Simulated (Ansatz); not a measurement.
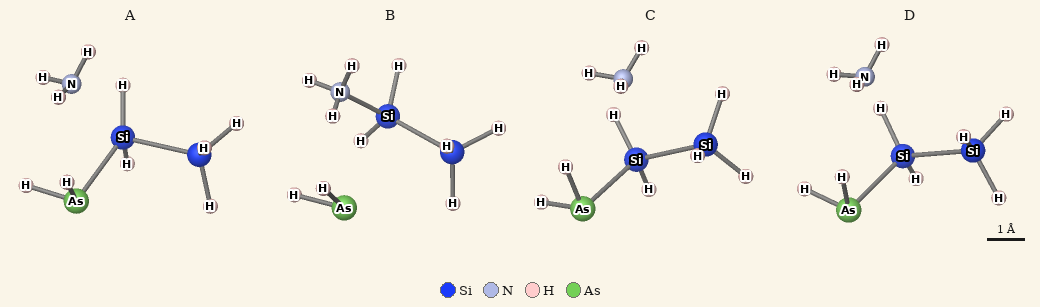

4 geometries from one relaxation of Si$_{2}$AsNH$_{10}$ (started from a transition state, displaced along its imaginary mode), in shuffled order. Style: ball-and-stick. Shown at a tilt.

These are results of RKS PBE0-D4/def2-TZVP (Ansatz 0.2.0), not measurements. Set-up: force threshold 0.005 eV/Å; at most 200 steps.

Order the frames from highest to lowest energy.

Answer. B, A, D, C. They are steps 0, 10, 17, 44, at +2.412 eV, +0.655 eV, +0.077 eV relative to the last. After 42 accepted moves (44 points after the start) the energy has fallen by 2.412 eV. Largest force component: 12 eV/Å at the start, 0.0048 eV/Å at the end. The line search rejected the trial steps at points 2, 42 of the run. The largest move after the best rigid fit is that of an H atom, 1.86 Å. By element the largest moves are H 1.86 Å, Si 1.26 Å, N 1.11 Å, As 0.82 Å. Near-neighbour distances that change, for instance: N–Si 1.934 → 3.234 Å, As–Si 3.222 → 2.372 Å, As–Si 3.404 → 3.839 Å, H–N 0.845 → 1.013 Å. New bonds form, among them: As–Si (3.22 → 2.37 Å). Bonds break, among them: N–Si (1.93 → 3.23 Å). Among the angles between lasting bonds that change: H–Si–Si 122.0° → 110.0°, H–Si–H 112.9° → 107.0°, H–As–H 87.1° → 92.4°.

Limits of the set-up: the start holds two separate molecules, 2.4 Å apart at their closest, whose relative position is a soft coordinate.
